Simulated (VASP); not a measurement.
## InP: the relaxed cell at several levels

How close do the usual functionals, with and without dispersion, come to the cell of InP? The levels: LDA, PBE, r2SCAN, PBE + D3(BJ), r2SCAN + rVV10, vdW-DF-cx, rev-vdW-DF2 and RPBE. The start is a cell from a database of measured crystal structures.

Main program and level: VASP 6.6.1; LDA; plane waves and PAW (In_d, P), in the first sound run; inputs show where later runs differ.

The database entry behind the starting cell differs from later determinations by our own check (0.1 to 0.3 % short, probably kX units), so it need not match the best structure at ambient conditions.

### 1. The starting structure

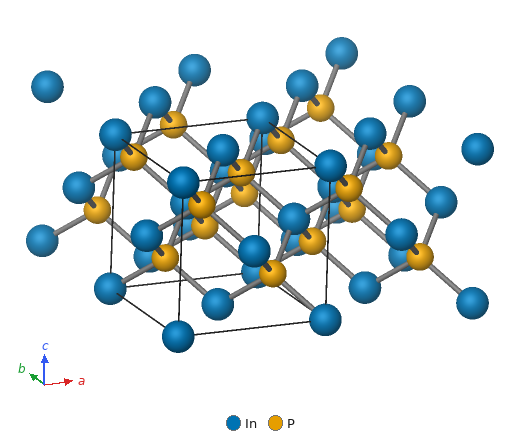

The cell as given, slightly off an axis (indium blue, phosphorus orange). 2×2×1 cells are drawn. This picture shows the conventional cell, with its axes. Bonds to atoms that aren't drawn are left out. Some periodic images of atoms are drawn too.

Structure file:

```
In P
1.0
     0.00000    2.93050    2.93050
     2.93050    0.00000    2.93050
     2.93050    2.93050    0.00000
In P
1 1
Direct
  0.00000 0.00000 0.00000
  0.25000 0.25000 0.25000
```

### 2. Relaxation with LDA

Properties are meant for the cell that this level of theory prefers, so cell and atoms are relaxed first (ISIF = 3) until forces and stress are small; EDIFFG sets the threshold. LDA, the lowest rung, knows the local density alone.

INCAR

```
SYSTEM = InP
PREC = Accurate
ENCUT = 520
EDIFF = 1E-06
NELM = 100
ISMEAR = -1
SIGMA = 0.05
LREAL = .FALSE.
ALGO = Normal
GGA = CA
NBANDS = 15
LORBIT = 11
LWAVE = .FALSE.
LCHARG = .FALSE.
KPAR = 2
IBRION = 2
NSW = 60
ISIF = 3
EDIFFG = -0.01
```

POSCAR

```
InP
1.0
    0.0000000000      2.9305000000      2.9305000000
    2.9305000000      0.0000000000      2.9305000000
    2.9305000000      2.9305000000      0.0000000000
In P
1 1
Direct
    0.0000000000      0.0000000000      0.0000000000
    0.2500000000      0.2500000000      0.2500000000
```

KPOINTS

```
Automatic mesh
0
Gamma
7 7 7
0 0 0
```

PAW data sets: In_d and P (PBE family, release 64).

On the command line:

```bash
> mpirun -np 2 vasp_std
```

Log:

```text
[banner, memory and clock lines left out]
running    2 mpi-ranks, on    1 nodes
 distrk:  each k-point on    1 cores,    2 groups
 distr:  one band on    1 cores,    1 groups

 POSCAR found type information on POSCAR InP
 POSCAR found :  2 types and       2 ions
|                                                                             |
|               ----> ADVICE to this user running VASP <----                  |
|                                                                             |
|     You enforced a specific xc type in the INCAR file but a different       |
|     [... a line on the potential file left out ...]
|     I HOPE YOU KNOW WHAT YOU ARE DOING!                                     |
|                                                                             |

 LDA part: xc-table for (Slater(with rela. corr.)+CA(PZ))
 , standard interpolation
 POSCAR, INCAR and KPOINTS ok, starting setup
 FFT: planning ... GRIDC
 FFT: planning ... GRID_SOFT
 FFT: planning ... GRID
 WAVECAR not read
 entering main loop
       N       E                     dE             d eps       ncg     rms          rms(c)
DAV:   1     0.113411622841E+03    0.11341E+03   -0.86372E+03   600   0.133E+03
DAV:   2    -0.244014019170E+01   -0.11585E+03   -0.11092E+03   649   0.305E+02
DAV:   3    -0.996905122075E+01   -0.75289E+01   -0.74852E+01   817   0.798E+01
DAV:   4    -0.101695778800E+02   -0.20053E+00   -0.20047E+00   732   0.141E+01
DAV:   5    -0.101769586269E+02   -0.73807E-02   -0.73806E-02   949   0.227E+00    0.542E+00
DAV:   6    -0.975638413250E+01    0.42057E+00   -0.71293E-01   942   0.165E+01    0.298E+00
DAV:   7    -0.971798423571E+01    0.38400E-01   -0.15105E-01   828   0.385E+00    0.953E-01
DAV:   8    -0.971286435256E+01    0.51199E-02   -0.14632E-02   786   0.140E+00    0.436E-01
DAV:   9    -0.971254684703E+01    0.31751E-03   -0.16560E-03   817   0.492E-01    0.170E-01
DAV:  10    -0.971254811345E+01   -0.12664E-05   -0.16930E-04   812   0.956E-02    0.112E-01
DAV:  11    -0.971255313845E+01   -0.50250E-05   -0.19888E-05   862   0.627E-02    0.540E-02
DAV:  12    -0.971255220758E+01    0.93087E-06   -0.33177E-06   789   0.233E-02
   1 F= -.97125522E+01 E0= -.97125327E+01  d E =-.971255E+01
 curvature:   0.00 expect dE= 0.000E+00 dE for cont linesearch  0.000E+00
 trial: gam= 0.00000 g(F)=  0.745E-48 g(S)=  0.767E-02 ort = 0.000E+00 (trialstep = 0.100E+01)
 search vector abs. value=  0.767E-02
 bond charge predicted
       N       E                     dE             d eps       ncg     rms          rms(c)
DAV:   1    -0.980811361159E+01   -0.95560E-01   -0.20928E+00   747   0.287E+01    0.210E+00
DAV:   2    -0.972673082874E+01    0.81383E-01   -0.16403E-01   754   0.102E+01    0.672E-01
DAV:   3    -0.971449351437E+01    0.12237E-01   -0.32648E-02   782   0.403E+00    0.449E-01
DAV:   4    -0.971442578615E+01    0.67728E-04   -0.19521E-03   621   0.409E-01    0.327E-01
DAV:   5    -0.971412862227E+01    0.29716E-03   -0.19058E-04   826   0.151E-01    0.121E-01
DAV:   6    -0.971410375510E+01    0.24867E-04   -0.52688E-05   942   0.954E-02    0.267E-02
DAV:   7    -0.971410353380E+01    0.22129E-06   -0.63911E-06   701   0.296E-02
   2 F= -.97141035E+01 E0= -.97140970E+01  d E =-.155133E-02
 trial-energy change:   -0.001551  1 .order   -0.001620   -0.007672    0.004432
 step:   0.6259(harm=  0.6339)  dis= 0.00000  next Energy=    -9.714936 (dE=-0.238E-02)
 bond charge predicted
       N       E                     dE             d eps       ncg     rms          rms(c)
DAV:   1    -0.972795605297E+01   -0.13852E-01   -0.30228E-01   754   0.113E+01    0.751E-01
DAV:   2    -0.971681373300E+01    0.11142E-01   -0.21941E-02   754   0.353E+00    0.257E-01
DAV:   3    -0.971501163957E+01    0.18021E-02   -0.50782E-03   782   0.157E+00    0.160E-01
DAV:   4    -0.971501377005E+01   -0.21305E-05   -0.30359E-04   628   0.162E-01    0.124E-01
DAV:   5    -0.971496761106E+01    0.46159E-04   -0.28002E-05   746   0.563E-02    0.539E-02
DAV:   6    -0.971496111048E+01    0.65006E-05   -0.94194E-06   907   0.365E-02    0.108E-02
DAV:   7    -0.971496105769E+01    0.52789E-07   -0.10165E-06   433   0.165E-02
   3 F= -.97149611E+01 E0= -.97149512E+01  d E =-.240885E-02
 curvature:  -0.32 expect dE=-0.537E-06 dE for cont linesearch -0.537E-06
 trial: gam= 0.00000 g(F)=  0.324E-48 g(S)=  0.169E-05 ort =-0.114E-03 (trialstep = 0.925E+00)
 search vector abs. value=  0.169E-05
 reached required accuracy - stopping structural energy minimisation
```

The job ended after 6 s (2 MPI ranks of Intel Xeon 6975P-C (Granite Rapids), shared host; peak memory 0.31 GiB; 11 s of CPU time).

Lines that name or quote the potential files are left out of all logs, and their timing lines are given in words.

From OUTCAR (step 2):

```text
ion  position               nearest neighbor table
   1  0.000  0.000  0.000-   2 2.54   2 2.54   2 2.54   2 2.54
   2  0.250  0.250  0.250-   1 2.54   1 2.54   1 2.54   1 2.54

  LATTYP: Found a face centered cubic cell.
 ALAT       =     5.8610000000

 Subroutine GETGRP returns: Found 24 space group operations
 (whereof 24 operations were pure point group operations)

The static configuration has the point symmetry T_d .

 Found     20 irreducible k-points:

   k-points           NKPTS =     20   k-points in BZ     NKDIM =     20   number of bands    NBANDS=     15

   dimension x,y,z NGX =    32 NGY =   32 NGZ =   32
   dimension x,y,z NGXF=    64 NGYF=   64 NGZF=   64

   ENCUT  =  520.0 eV  38.22 Ry    6.18 a.u.   7.71  7.71  7.71*2*pi/ulx,y,z

   NELECT =      18.0000    total number of electrons

 k-points in reciprocal lattice and weights: Automatic mesh
   0.00000000  0.00000000  0.00000000       0.003
   0.14285714  0.00000000  0.00000000       0.023
   0.28571429  0.00000000  0.00000000       0.023
   0.42857143  0.00000000  0.00000000       0.023
   0.14285714  0.14285714  0.00000000       0.017
   0.28571429  0.14285714  0.00000000       0.070
   0.42857143  0.14285714  0.00000000       0.070
  -0.42857143  0.14285714  0.00000000       0.070
  -0.28571429  0.14285714  0.00000000       0.070
[...]
-0.42857143  0.42857143  0.14285714       0.070
  -0.28571429  0.42857143  0.14285714       0.070

 average (electrostatic) potential at core
       1 -95.3668       2 -82.5561

 E-fermi :   5.4482

 k-point     1 :       0.0000    0.0000    0.0000
  band No.  band energies     occupation
    ...
      5      -8.8979      2.00000
      6      -6.5331      2.00000
      7       5.1246      1.99691
      8       5.1246      1.99691
      9       5.1246      1.99691
     10       5.7146      0.00966
     11       9.0947      0.00000
     12       9.0947      0.00000
     13       9.0947      0.00000
     14      13.4655      0.00000
    ...

 k-point     2 :       0.1429    0.0000    0.0000
  band No.  band energies     occupation
    ...
      5      -8.8977      2.00000
      6      -6.2927      2.00000
      7       3.2404      2.00000
      8       4.8759      1.99998
      9       4.8759      1.99998
     10       6.7563      0.00000
     11       9.3443      0.00000
     12       9.4538      0.00000
     13       9.4538      0.00000
     14      13.8349      0.00000
    ...

 k-point     3 :       0.2857    0.0000    0.0000
  band No.  band energies     occupation
    ...
      5      -8.8935      2.00000
      6      -5.6369      2.00000
      7       1.0565      2.00000
      8       4.4333      2.00000
      9       4.4333      2.00000
     10       6.7301      0.00000
     11       9.8761      0.00000
     12       9.8761      0.00000
     13      10.7510      0.00000
     14      13.8515      0.00000
    ...

  Total        0.0048390      0.0048390      0.0048390      0.0000000      0.0000000     -0.0000000
  in kB        0.1563251      0.1563251      0.1563251      0.0000000      0.0000000     -0.0000000
  external PRESSURE =       0.1563251 kB  Pullay stress =       0.0000000 kB

  energy-cutoff  :      520.00
  volume of cell :       49.59
      direct lattice vectors                 reciprocal lattice vectors
     0.000000000  2.916094745  2.916094745    -0.171462193  0.171462193  0.171462193
     2.916094745 -0.000000000  2.916094745     0.171462193 -0.171462193  0.171462193
     2.916094745  2.916094745  0.000000000     0.171462193  0.171462193 -0.171462193

 POSITION                                       TOTAL-FORCE (eV/Angst)
 -----------------------------------------------------------------------------------
      0.00000      0.00000      0.00000         0.000000      0.000000     -0.000000
      1.45805      1.45805      1.45805        -0.000000     -0.000000      0.000000
 -----------------------------------------------------------------------------------
    total drift:                                0.000000      0.000000      0.000000

  FREE ENERGIE OF THE ION-ELECTRON SYSTEM (eV)
  ---------------------------------------------------
  free  energy   TOTEN  =        -9.7149610577 eV

  energy  without entropy=       -9.7149413287  energy(sigma->0) =       -9.71495119

 reached required accuracy - stopping structural energy minimisation

 total charge
# of ion       s       p       d       tot
------------------------------------------
    1        0.840   0.802   9.907  11.548
    2        1.025   1.480   0.000   2.505
--------------------------------------------------
tot          1.865   2.282   9.907  14.053

[... 3 further parts left out ...]
```

The gap is read on the k-mesh alone, so it is an upper bound where the band edges lie off the mesh. The PAW data sets were made with PBE, though LDA sets exist; this is a small mismatch. The run keeps the 24 symmetry operations of its start, so it cannot find a distortion of lower symmetry.

Step by step:

| step | energy less that of the first step (eV) | largest force (eV/Å) | pressure (GPa) | volume (Å³) |
| --- | --- | --- | --- | --- |
| 1 | 0.0000 | 0.0000 | -1.04 | 50.33 |
| 2 | -0.0016 | 0.0000 | 0.61 | 49.16 |
| 3 | -0.0024 | 0.0000 | 0.02 | 49.59 |

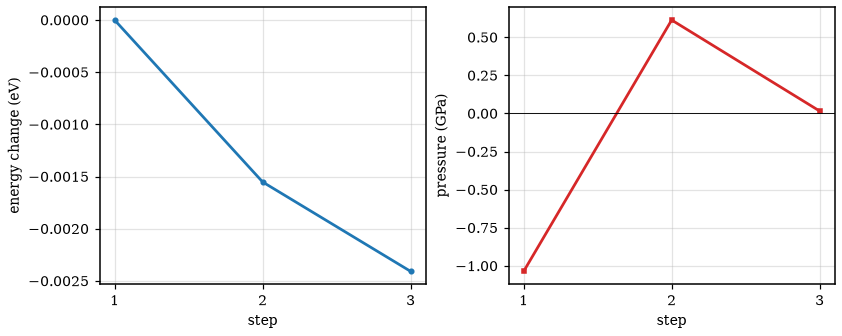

Energy and pressure along the relaxation.

```csv
"conventional cell, symmetrised",before,after,change
a (Å),5.861,5.832,-0.5 %
b (Å),5.861,5.832,-0.5 %
c (Å),5.861,5.832,-0.5 %
volume (Å³/atom),25.17,24.80,-1.5 %
```

Final coordinates:

```xyz
2
Lattice="0.0000 2.9161 2.9161 2.9161 0.0000 2.9161 2.9161 2.9161 0.0000" Properties=species:S:1:pos:R:3 pbc="T T T"
In    0.0000    0.0000    0.0000
P     1.4580    1.4580    1.4580
```

Numbers from this step:

| Quantity | Value |
| --- | --- |
| electrons | 18 |
| bands | 15 |
| irreducible k-points | 20 |
| symmetry operations | 24 |
| free energy (TOTEN) | -9.715 eV |
| Fermi energy | 5.448 eV |
| pressure | 0.01563 GPa |
| metallic | no |
| valence top at k | 0, 0, 0 |
| conduction bottom at k | 0, 0, 0 |
| least direct gap at k | 0, 0, 0 |
| SCF cycles over all ionic steps | 26 |
| gap on the k-mesh | 0.5900 eV |
| least direct gap on the k-mesh | 0.5900 eV |

It ends with forces that vanish by symmetry and a pressure of 0.02 GPa. The volume lies -1.5 % from that of the database's start, which holds the thermal and zero-point expansion of its experiment. The conventional cell has a = 5.832 Å.

(Part 1 of 3 ends here.)

[Lines on the potential files, build, host, timing and source positions are cut from VASP's logs without a mark.]

[Logs are printed without paths, hosts, clocks, repeated set-up lines and the standing remarks that a program may print on its own settings, such as how far it seeks lower states.]

[Hosts, paths, dates, database ids (printed as entryN), source tags and the programs' standing remarks are cut or masked in the printed files.]

[Measured values are set beside computed ones only where the two were judged alike; some that the calculation misses by far are left out.]
